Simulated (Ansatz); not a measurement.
# CH₄BInOSi: up Jacob's ladder to CCSD(T), part 2 of 2

Ansatz 0.2.0, Gaussian basis; functionals in def2-TZVPP, the program's frozen cores in correlated methods. The steps go on from the part before.

## 14. CAM-B3LYP-D4 (range-separated)

Contents of in.yaml:

```yaml
crystal:
  periodic: [false, false, false]
  atoms:
    - {symbol: O, position_ang: [1.304114, -2.779400, -0.214778]}
    - {symbol: C, position_ang: [0.899716, -1.702607, -0.107473]}
    - {symbol: In, position_ang: [1.832483, 0.985846, 0.616020]}
    - {symbol: B, position_ang: [0.388057, -0.371395, 0.022334]}
    - {symbol: Si, position_ang: [-1.454507, 0.262256, -0.292780]}
    - {symbol: H, position_ang: [2.934754, 2.182641, 1.099118]}
    - {symbol: H, position_ang: [-1.517088, 1.734065, -0.035931]}
    - {symbol: H, position_ang: [-1.924075, 0.056252, -1.692857]}
    - {symbol: H, position_ang: [-2.463462, -0.367647, 0.606347]}
basis:
  gaussian: {orbitals: def2-TZVPP}
hamiltonian: {xc: {name: CAM-B3LYP}, dispersion: d4}
output: {orbitals: {seedname: orbitals}}
```

Started as:

```
ansatz run in.yaml --threads 4 --pin off --events-out ev --progress --plain --max-ram 10444MiB
```

Output, shortened:

```text
Functional definition: CAM-B3LYP
  name "CAM-B3LYP"
  cite "Yanai, Tew & Handy, Chem. Phys. Lett. 393, 51 (2004) doi:10.1016/j.cplett.2004.06.011"
  cite "Iikura, Tsuneda, Yanai & Hirao, J. Chem. Phys. 115, 3540 (2001) doi:10.1063/1.1383587"
  cite "Becke, Phys. Rev. A 38, 3098 (1988) doi:10.1103/PhysRevA.38.3098"
  cite "Lee, Yang & Parr, Phys. Rev. B 37, 785 (1988) doi:10.1103/PhysRevB.37.785"
  cite "Vosko, Wilk & Nusair, Can. J. Phys. 58, 1200 (1980) doi:10.1139/p80-159"
[...]
  # Exact exchange under (alpha + beta erf(omega r))/r, Becke's under what is left of 1/r.
[...]
1492 factors; their error is unknown
385 factors; integrals over basis functions are off by at most 1.4e-5 eV
[...]
mean field -16875.17213038 eV, -620.1511373889 hartree, gradient 1.6e-5 eV, S^2 0.000000; 0 other end points of the search recorded, 0 dependent functions left out
reference -16875.17228457 eV, -620.1511430555 hartree; 29, 29 occupied and 212, 212 virtual orbitals, 1492 factors
Total energy: -16875.38314312 eV, -620.1588919643 hartree
```

Wall time 1.5 s (4 threads of AMD EPYC 9R45, shared host); peak memory 0.73 GiB.

With the free atoms at this level, -16844.275 eV in sum, the atomisation energy is 3001.5 kJ/mol. HOMO -6.72 eV, LUMO -1.45 eV.

## 15. LC-ωPBE (range-separated)

Edit in.yaml of step 14 so:

```diff
@@ -14,3 +14,3 @@
   gaussian: {orbitals: def2-TZVPP}
-hamiltonian: {xc: {name: CAM-B3LYP}, dispersion: d4}
+hamiltonian: {xc: {name: LC-wPBE}}
 output: {orbitals: {seedname: orbitals}}
```

Launched as before.

Output, shortened:

```text
Functional definition: LC-wPBE
  name "LC-wPBE"
  cite "Vydrov & Scuseria, J. Chem. Phys. 125, 234109 (2006) doi:10.1063/1.2409292"
  cite "Heyd & Scuseria, J. Chem. Phys. 120, 7274 (2004) doi:10.1063/1.1668634"
  cite "Ernzerhof & Perdew, J. Chem. Phys. 109, 3313 (1998) doi:10.1063/1.476928"
  cite "Perdew, Burke & Ernzerhof, Phys. Rev. Lett. 77, 3865 (1996) doi:10.1103/PhysRevLett.77.3865"
  parent pbe
[...]
1412 factors; their error is unknown
489 factors; integrals over basis functions are off by at most 2.5e-5 eV
[...]
mean field -16872.77518557 eV, -620.0630512921 hartree, gradient 3.0e-5 eV, S^2 0.000000; 0 other end points of the search recorded, 0 dependent functions left out
reference -16872.77518558 eV, -620.0630512924 hartree; 29, 29 occupied and 212, 212 virtual orbitals, 1412 factors
Total energy: -16872.77518558 eV, -620.0630512924 hartree
```

Run time: 1.1 s. Hardware: 4 threads of AMD EPYC 9R45, shared host; peak memory 0.48 GiB.

With the free atoms at this level, -16841.755 eV in sum, the atomisation energy is 2993.0 kJ/mol. HOMO -7.80 eV, LUMO -0.37 eV.

## 16. ωB97X-V (range-separated)

Edit in.yaml of step 15 so:

```diff
@@ -14,3 +14,3 @@
   gaussian: {orbitals: def2-TZVPP}
-hamiltonian: {xc: {name: LC-wPBE}}
+hamiltonian: {xc: {name: wB97X-V}}
 output: {orbitals: {seedname: orbitals}}
```

Launched as before.

Output, shortened:

```text
Functional definition: wB97X-V
  name "wB97X-V"
  cite "Mardirossian & Head-Gordon, Phys. Chem. Chem. Phys. 16, 9904 (2014) doi:10.1039/C3CP54374A"
  cite "Becke, J. Chem. Phys. 107, 8554 (1997) doi:10.1063/1.475007"
  cite "Vydrov & Van Voorhis, J. Chem. Phys. 133, 244103 (2010) doi:10.1063/1.3521275"
[...]
      + integral(e_c_pw_opposite_spin*poly(b97_u_opposite, cos0, cos1)) + vv10(b, c)
1479 factors; their error is unknown
335 factors; integrals over basis functions are off by at most 1.9e-5 eV
[...]
mean field -16874.33880997 eV, -620.1205134288 hartree, gradient 2.2e-5 eV, S^2 0.000000; 0 other end points of the search recorded, 0 dependent functions left out
reference -16874.33880715 eV, -620.1205133251 hartree; 29, 29 occupied and 212, 212 virtual orbitals, 1479 factors
Total energy: -16874.33880715 eV, -620.1205133251 hartree
```

Wall time 2.8 s (4 threads of AMD EPYC 9R45, shared host); peak memory 0.8 GiB.

With the free atoms at this level, -16843.121 eV in sum, the atomisation energy is 3012.0 kJ/mol. HOMO -7.56 eV, LUMO -0.49 eV.

## 17. ωB97M-V (range-separated)

Edit in.yaml of step 16 so:

```diff
@@ -14,3 +14,3 @@
   gaussian: {orbitals: def2-TZVPP}
-hamiltonian: {xc: {name: wB97X-V}}
-output: {orbitals: {seedname: orbitals}}
+hamiltonian: {xc: {name: wB97M-V}}
+output: {forces: true, orbitals: {seedname: orbitals}}
```

The command is unchanged.

Output, shortened:

```text
Functional definition: wB97M-V
  name "wB97M-V"
  cite "Mardirossian & Head-Gordon, J. Chem. Phys. 144, 214110 (2016) doi:10.1063/1.4952647"
  cite "Becke, J. Chem. Phys. 107, 8554 (1997) doi:10.1063/1.475007"
  cite "Vydrov & Van Voorhis, J. Chem. Phys. 133, 244103 (2010) doi:10.1063/1.3521275"
  # Of w^i u^j: cxij and so on, Table III.
[...]
  gx(w, u) = 1 - cx + cx01*u + cx10*w
  gss(w, u) = css00 + css04*u^4 + css10*w + css20*w^2 + css43*w^4*u^3
  gos(w, u) = cos00 + cos10*w + (cos20 + cos21*u)*w^2 + (cos60 + cos61*u)*w^6
[...]
      + integral(e_c_pw_mod_opposite_spin*gos(b97_w_opposite, b97_u_opposite)) + vv10(b, c)
1451 factors; their error is unknown
335 factors; integrals over basis functions are off by at most 1.9e-5 eV
[...]
Total energy: -16874.01186741 eV, -620.1084985112 hartree
Atom 0 at     1.304114    -2.779400    -0.214778 Å, force    -0.037143     0.111092     0.012317 eV/Å
Atom 1 at     0.899716    -1.702607    -0.107473 Å, force     0.076907    -0.214926    -0.022371 eV/Å
Atom 2 at     1.832483     0.985846     0.616020 Å, force    -0.000342    -0.016131    -0.003173 eV/Å
Atom 3 at     0.388057    -0.371395     0.022334 Å, force    -0.007975     0.256703     0.046196 eV/Å
Atom 4 at    -1.454507     0.262256    -0.292780 Å, force    -0.112897    -0.035160    -0.033071 eV/Å
Atom 5 at     2.934754     2.182641     1.099118 Å, force    -0.068254    -0.078606    -0.030777 eV/Å
Atom 6 at    -1.517088     1.734065    -0.035931 Å, force     0.013827    -0.137897    -0.022041 eV/Å
Atom 7 at    -1.924075     0.056252    -1.692857 Å, force     0.036901     0.033197     0.158528 eV/Å
Atom 8 at    -2.463462    -0.367647     0.606347 Å, force     0.098975     0.081728    -0.105608 eV/Å
Dipole moment:     0.602342     0.557740     0.246218 e Å
```

Wall time 3.9 s (4 threads of AMD EPYC 9R45, shared host); peak memory 0.93 GiB.

With the free atoms at this level, -16842.841 eV in sum, the atomisation energy is 3007.5 kJ/mol. HOMO -7.51 eV, LUMO -0.74 eV.

## 18. B2PLYP (double hybrid)

Edit in.yaml of step 17 so:

```diff
@@ -14,3 +14,2 @@
   gaussian: {orbitals: def2-TZVPP}
-hamiltonian: {xc: {name: wB97M-V}}
-output: {forces: true, orbitals: {seedname: orbitals}}
+hamiltonian: {xc: {name: B2PLYP}}
```

Same command.

Output, shortened:

```text
Functional definition: B2PLYP
  name "B2PLYP"
  cite "Grimme, J. Chem. Phys. 124, 034108 (2006) doi:10.1063/1.2148954"
  cite "Becke, Phys. Rev. A 38, 3098 (1988) doi:10.1103/PhysRevA.38.3098"
  cite "Lee, Yang & Parr, Phys. Rev. B 37, 785 (1988) doi:10.1103/PhysRevB.37.785"
[...]
1628 factors; integrals over basis functions are off by at most 9.3e-4 eV
[...]
mean field -16857.37554855 eV, -619.4971250697 hartree, gradient 2.2e-6 eV, S^2 0.000000; 0 other end points of the search recorded, 0 dependent functions left out
12 core orbitals not correlated: weight in the atoms' cores, before any rotation towards them, 1.000 or more for the frozen orbitals, at most 0.000 for the correlated occupied ones
reference -16857.37574658 eV, -619.4971323471 hartree; 17, 17 occupied and 212, 212 virtual orbitals, 1628 factors
second order -30.22581200 eV of doubles, -0.00000000 eV of singles
Total energy: -16865.53671582 eV, -619.7970424350 hartree
```

Run time: 2.5 s. Hardware: 4 threads of AMD EPYC 9R45, shared host; peak memory 0.71 GiB.

Atomisation energy: 2972.2 kJ/mol (free atoms -16834.732 eV, run apart).

## 19. PBE-QIDH (double hybrid)

Edit in.yaml of step 18 so:

```diff
@@ -14,2 +14,2 @@
   gaussian: {orbitals: def2-TZVPP}
-hamiltonian: {xc: {name: B2PLYP}}
+hamiltonian: {xc: {name: PBE-QIDH}}
```

Launched as before.

Output, shortened:

```text
Functional definition: PBE-QIDH
  name "PBE-QIDH"
  cite "Brémond, Sancho-García, Pérez-Jiménez & Adamo, J. Chem. Phys. 141, 031101 (2014) doi:10.1063/1.4890314"
  cite "Perdew, Burke & Ernzerhof, Phys. Rev. Lett. 77, 3865 (1996) doi:10.1103/PhysRevLett.77.3865"
[...]
1628 factors; integrals over basis functions are off by at most 9.3e-4 eV
[...]
mean field -16851.80936514 eV, -619.2925716024 hartree, gradient 2.6e-6 eV, S^2 0.000000; 0 other end points of the search recorded, 0 dependent functions left out
12 core orbitals not correlated: weight in the atoms' cores, before any rotation towards them, 1.000 or more for the frozen orbitals, at most 0.000 for the correlated occupied ones
reference -16851.80938226 eV, -619.2925722314 hartree; 17, 17 occupied and 212, 212 virtual orbitals, 1628 factors
second order -27.87585626 eV of doubles, -0.00000000 eV of singles
Total energy: -16861.10133435 eV, -619.6340451723 hartree
```

Wall time 2.3 s (4 threads of AMD EPYC 9R45, shared host); peak memory 0.67 GiB.

Atomisation energy: 2992.0 kJ/mol (free atoms -16830.091 eV, run apart).

## 20. Frontier levels by functional

Dipoles come from the runs that computed forces. Levels are read from the orbital files that the runs wrote:

```tsv
functional	HOMO (eV)	LUMO (eV)	gap (eV)	dipole (D)
LDA (SPW92)	-5.01	-3.23	1.78	
PBE-D4	-4.82	-2.96	1.86	3.54
revPBE-D4	-4.74	-2.83	1.91	
BLYP-D4	-4.68	-2.90	1.78	
r2SCAN-D4	-4.96	-2.74	2.23	3.69
B97M-V	-4.97	-2.98	1.99	
PBE0-D4	-5.63	-2.27	3.37	
B3LYP-D4	-5.49	-2.52	2.97	3.72
r2SCANh-D4	-5.27	-2.49	2.78	
r2SCAN0-D4	-5.75	-2.14	3.61	
HSE06-D4	-5.25	-2.62	2.63	
BHLYP-D4	-6.34	-1.62	4.72	
CAM-B3LYP-D4	-6.72	-1.45	5.27	
LC-ωPBE	-7.80	-0.37	7.43	
ωB97X-V	-7.56	-0.49	7.07	
ωB97M-V	-7.51	-0.74	6.77	4.12
```

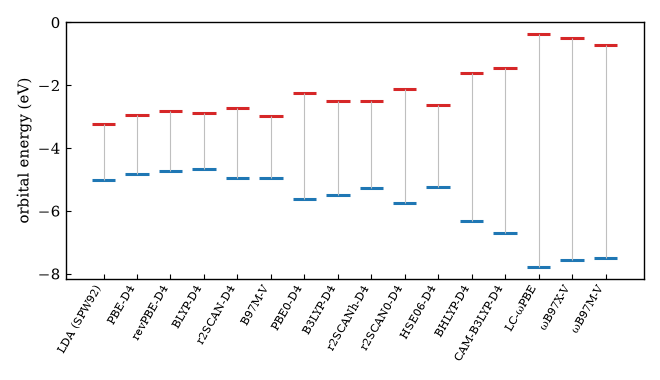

Highest occupied (blue) and lowest empty (red) level by functional.

## 21. CCSD(T) in def2-SVP

Edit in.yaml of step 19 so:

```diff
@@ -13,3 +13,3 @@
 basis:
-  gaussian: {orbitals: def2-TZVPP}
-hamiltonian: {xc: {name: PBE-QIDH}}
+  gaussian: {orbitals: def2-SVP}
+correlation: {method: ccsd_t}
```

Launched as before.

Output, shortened:

```text
Functional definition: HF
  name "HF"
  cite "Fock, Z. Phys. 61, 126 (1930) doi:10.1007/BF01340294"
  parent pbe
[...]
1125 factors; integrals over basis functions are off by at most 1.2e-3 eV
[...]
mean field -16806.38878809 eV, -617.6233961827 hartree, gradient 6.5e-6 eV, S^2 0.000000; 0 other end points of the search recorded, 0 dependent functions left out
12 core orbitals not correlated: weight in the atoms' cores, before any rotation towards them, 1.000 or more for the frozen orbitals, at most 0.000 for the correlated occupied ones
reference -16806.38878809 eV, -617.6233961827 hartree; 17, 17 occupied and 77, 77 virtual orbitals, 1125 factors
second order -15.90931721 eV of doubles, -0.00000000 eV of singles
cycle   1  -16.10962593 eV  change   -2.0e-1 eV  update   1.4e-1
[...]
cycle  11  -16.89388412 eV  change    2.5e-5 eV  update   2.1e-5
perturbative correction -0.76228046 eV, -0.0280132901 hartree
Total energy: -16824.04495266 eV, -618.2722482629 hartree
```

Run time: 2.5 s. Hardware: 4 threads of AMD EPYC 9R45, shared host; peak memory 0.53 GiB.

## 22. CCSD(T) in def2-TZVPP

Edit in.yaml of step 21 so:

```diff
@@ -13,3 +13,4 @@
 basis:
-  gaussian: {orbitals: def2-SVP}
+  gaussian: {orbitals: def2-TZVPP}
 correlation: {method: ccsd_t}
+output: {orbitals: {seedname: orbitals}}
```

Launched as before.

Output, shortened:

```text
Functional definition: HF
  name "HF"
  cite "Fock, Z. Phys. 61, 126 (1930) doi:10.1007/BF01340294"
  parent pbe
[...]
1628 factors; integrals over basis functions are off by at most 9.3e-4 eV
[...]
mean field -16813.84180087 eV, -617.8972893505 hartree, gradient 2.0e-6 eV, S^2 0.000000; 1 other end points of the search recorded, 0 dependent functions left out
12 core orbitals not correlated: weight in the atoms' cores, before any rotation towards them, 1.000 or more for the frozen orbitals, at most 0.000 for the correlated occupied ones
reference -16813.84180087 eV, -617.8972893505 hartree; 17, 17 occupied and 212, 212 virtual orbitals, 1628 factors
second order -24.52069566 eV of doubles, -0.00000000 eV of singles
cycle   1  -23.97796694 eV  change    5.4e-1 eV  update   1.5e-1
[...]
cycle  12  -24.93081486 eV  change   -2.3e-5 eV  update   1.1e-5
perturbative correction -1.18425639 eV, -0.0435206194 hartree
Total energy: -16839.95687211 eV, -618.8570005172 hartree
```

Run time: 44 s. Hardware: 4 threads of AMD EPYC 9R45, shared host; peak memory 5 GiB.

## 23. MP2 in def2-QZVPP

Edit in.yaml of step 22 so:

```diff
@@ -13,4 +13,3 @@
 basis:
-  gaussian: {orbitals: def2-TZVPP}
-correlation: {method: ccsd_t}
-output: {orbitals: {seedname: orbitals}}
+  gaussian: {orbitals: "def2-QZVPP.json"}
+correlation: {method: mp2}
```

The command is unchanged.

Output:

```text
Functional definition: HF
  name "HF"
  cite "Fock, Z. Phys. 61, 126 (1930) doi:10.1007/BF01340294"
  parent pbe
  exchange = exact_x
  correlation = 0
2703 factors; integrals over basis functions are off by at most 8.6e-4 eV
mean field evaluation 1: about -16809.4417 eV, gradient 3.8e1 eV
mean field evaluation 2: about -16809.5892 eV, gradient 3.8e1 eV
mean field evaluation 4: about -16814.1805 eV, gradient 4.5e0 eV
mean field evaluation 8: about -16814.2800 eV, gradient 6.3e-1 eV
mean field evaluation 16: about -16814.2817 eV, gradient 2.1e-6 eV
mean field -16814.28170344 eV, -617.9134554721 hartree, gradient 2.1e-6 eV, S^2 0.000000; 1 other end points of the search recorded, 0 dependent functions left out
12 core orbitals not correlated: weight in the atoms' cores, before any rotation towards them, 1.000 or more for the frozen orbitals, at most 0.000 for the correlated occupied ones
reference -16814.28170344 eV, -617.9134554721 hartree; 17, 17 occupied and 414, 414 virtual orbitals, 2703 factors
second order -30.76390544 eV of doubles, -0.00000000 eV of singles
Total energy: -16845.04560888 eV, -619.0440081443 hartree
```

Wall time 8 s (4 threads of AMD EPYC 9R45, shared host); peak memory 2.5 GiB.

The pieces so far (eV):

```tsv
basis	HF	MP2 correlation	CCSD correlation	(T)	total
def2-SVP	-16806.3888	-15.9093	-16.8939	-0.7623	-16824.0450
def2-TZVPP	-16813.8418	-24.5207	-24.9308	-1.1843	-16839.9569
def2-QZVPP	-16814.2817	-30.7639			-16845.0456 (MP2)
```

The report of the def2-TZVPP run gives T1 = 0.0182.

## 24. The basis-set limit

No new run: Hartree-Fock is extrapolated as exp(−7.88√X) and correlation as X^−2.97, with X = 3 and 4; only MP2 was run in the larger set, so CCSD(T) minus MP2 is added from the smaller one.

```tsv
level	energy at the limit (eV)
HF	-16814.3423
MP2	-16849.7308
CCSD	-16850.1409
CCSD(T)	-16851.3252
```

This is no true limit for total energies: MP2 correlation changes by a factor of 1.25 from triple to quadruple zeta (about 1.07 in light molecules), because outer-core shells are correlated in sets not made for them. Much of that cancels between molecule and atoms or ions.

## 25. RPA on PBE orbitals

Edit in.yaml of step 23 so:

```diff
@@ -13,3 +13,4 @@
 basis:
-  gaussian: {orbitals: "def2-QZVPP.json"}
-correlation: {method: mp2}
+  gaussian: {orbitals: def2-TZVPP}
+hamiltonian: {xc: pbe}
+correlation: {method: rpa}
```

Same command.

Output, shortened:

```text
Functional definition: PBE
  name "PBE"
  cite "Perdew, Burke & Ernzerhof, Phys. Rev. Lett. 77, 3865 (1996) doi:10.1103/PhysRevLett.77.3865"
  parent pbe
[...]
1628 factors; integrals over basis functions are off by at most 9.3e-4 eV
[...]
mean field -16869.12774618 eV, -619.9290103665 hartree, gradient 2.2e-6 eV, S^2 0.000000; 2 other end points of the search recorded, 0 dependent functions left out
12 core orbitals not correlated: weight in the atoms' cores, before any rotation towards them, 1.000 or more for the frozen orbitals, at most 0.000 for the correlated occupied ones
reference -16811.88161991 eV, -617.8252540292 hartree; 17, 17 occupied and 212, 212 virtual orbitals, 1628 factors
Total energy: -16850.47975607 eV, -619.2437093702 hartree
```

Wall time 2.5 s (4 threads of AMD EPYC 9R45, shared host); peak memory 0.66 GiB.

RPA correlation: -38.598 eV. No RPA run of the hydrogen atom was made, so RPA has no atomisation energy below.

## 26. Atomisation energies

Free atoms (1 O, 1 C, 1 In, 1 B, 1 Si, 4 H) were run apart at each level; the atomisation energy is their sum less the molecule, without zero-point or spin-orbit terms.

Differences are taken before rounding.

```tsv
method	rung	atoms, summed (eV)	atomisation energy (kJ/mol)	from CCSD(T)/CBS (kJ/mol)	time
LDA (SPW92)	LDA	-16768.915	3505.6	+509.5	0.55 s
PBE-D4	GGA	-16837.166	3106.5	+110.4	1 s
revPBE-D4	GGA	-16845.812	3021.3	+25.1	0.8 s
BLYP-D4	GGA	-16844.712	3019.8	+23.6	0.8 s
r2SCAN-D4	meta-GGA	-16845.229	3055.0	+58.8	1.6 s
B97M-V	meta-GGA	-16843.898	3052.4	+56.2	2.6 s
PBE0-D4	hybrid	-16838.674	3022.5	+26.3	1.1 s
B3LYP-D4	hybrid	-16849.481	3002.5	+6.4	1.8 s
r2SCANh-D4	hybrid	-16844.857	3022.2	+26.0	1.8 s
r2SCAN0-D4	hybrid	-16844.318	2975.5	-20.6	1.7 s
HSE06-D4	hybrid	-16838.225	3026.1	+29.9	1.3 s
BHLYP-D4	hybrid	-16843.572	2886.2	-109.9	1.4 s
CAM-B3LYP-D4	range-separated	-16844.275	3001.5	+5.3	1.5 s
LC-ωPBE	range-separated	-16841.755	2993.0	-3.1	1.1 s
ωB97X-V	range-separated	-16843.121	3012.0	+15.9	2.8 s
ωB97M-V	range-separated	-16842.841	3007.5	+11.4	3.9 s
B2PLYP	double hybrid	-16834.732	2972.2	-24.0	2.5 s
PBE-QIDH	double hybrid	-16830.091	2992.0	-4.1	2.3 s
HF/def2-TZVPP	wavefunction	-16792.161	2091.8	-904.3	
MP2/def2-TZVPP	wavefunction	-16807.284	2998.6	+2.4	
CCSD/def2-TZVPP	wavefunction	-16809.289	2844.7	-151.4	
CCSD(T)/def2-SVP	wavefunction	-16794.769	2824.7	-171.5	2.5 s
CCSD(T)/def2-TZVPP	wavefunction	-16809.695	2919.8	-76.3	44 s
MP2/CBS	wavefunction	-16817.861	3074.9	+78.8	
CCSD(T)/CBS	wavefunction	-16820.272	2996.1	0	52 s
```

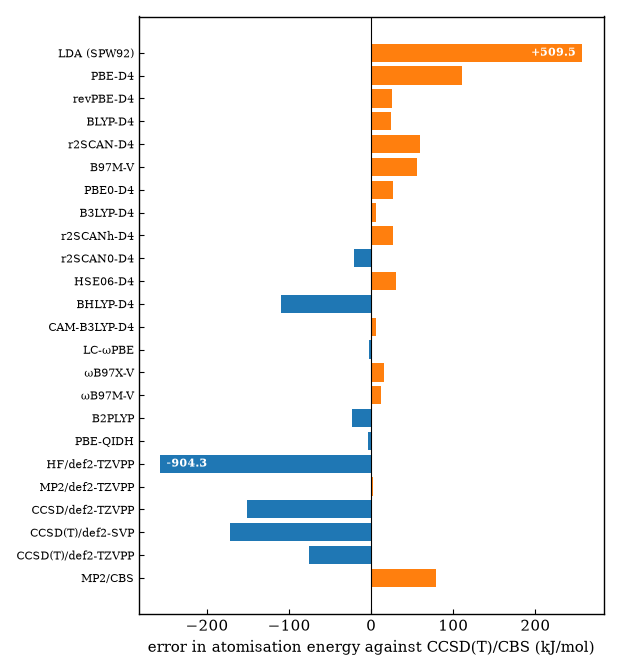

Deviations from CCSD(T)/CBS, method by method. Bars with a number in them are cut short.

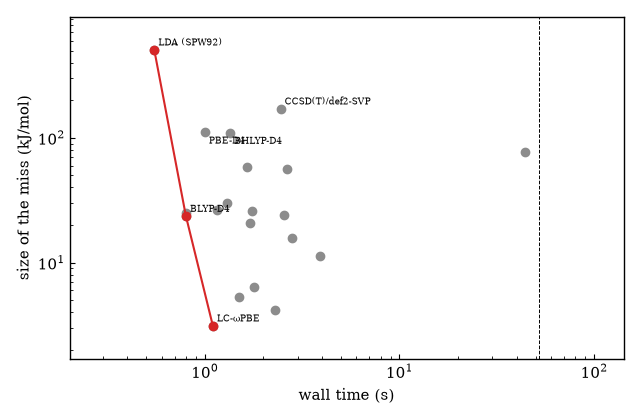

Miss against cost. Red marks the levels that no quicker level drawn beats (of those quicker than the yardstick), and the dashed line is the time of CCSD(T)/CBS. Only those levels and the largest misses are named. Times are from a shared host.

LDA (SPW92), LC-ωPBE, B2PLYP, PBE-QIDH carry no dispersion term (for B3LYP, D4 adds 37.1 kJ/mol).

Times are those of the molecule's run; HF, MP2 and CCSD come out of the CCSD(T) runs, and the limit's time is the sum of the runs that it needs.

## 27. Results

This closing draws on all 2 parts.

| quantity | value |
| --- | --- |
| atomisation energy, CCSD(T)/CBS | 2996.1 kJ/mol |
| functionals within 30.0 kJ/mol (1.0 %) | revPBE-D4, BLYP-D4, PBE0-D4, B3LYP-D4, r2SCANh-D4, r2SCAN0-D4, HSE06-D4, CAM-B3LYP-D4, LC-ωPBE, ωB97X-V, ωB97M-V, B2PLYP, PBE-QIDH |
| farthest beyond LDA | PBE-D4 (+110.4 kJ/mol) |
| mean size of error, GGA | 53.0 kJ/mol |
| mean size of error, meta-GGA | 57.5 kJ/mol |
| mean size of error, hybrid | 36.5 kJ/mol |
| mean size of error, range-separated | 8.9 kJ/mol |
| mean size of error, double hybrid | 14.1 kJ/mol |
| gap, smallest and largest | 1.78 eV (LDA (SPW92)), 7.43 eV (LC-ωPBE) |
| T1 diagnostic | 0.0182 |
| triples share of the correlation energy | 4.5 % |

LDA overbinds by 509.5 kJ/mol (17 %). PBE-D4 is off by +110.4 kJ/mol. Double hybrids carry the basis error of their MP2 part in triple zeta, and no dispersion term here, so their miss is partly the set-up's. The rungs range-separated, double hybrid miss on average by less than the doubt on the reference (30.0 kJ/mol), so they tie. The reference freezes the cores and leaves out spin-orbit coupling and excitations past (T), and its outer-core shells are covered unevenly, so misses under about 30.0 kJ/mol can't be ranked. All levels share the lack of spin-orbit coupling, which lowers the free heavy atoms and so the true binding. Hartree-Fock recovers 70 % of the binding; the rest is correlation. CCSD(T) in def2-SVP is off by -171.5 kJ/mol, which most functionals beat. Orbital gaps span 1.8 to 7.4 eV; exact exchange widens them. Correlated methods include outer-core shells of In, which these sets cover unevenly.

LC-ωPBE reaches 3.1 kJ/mol from the reference in 1.1 s, where CCSD(T)/CBS took 52 s; the quickest level in the cost chart, LDA (SPW92), takes 0.55 s and misses by 509.5 kJ/mol.
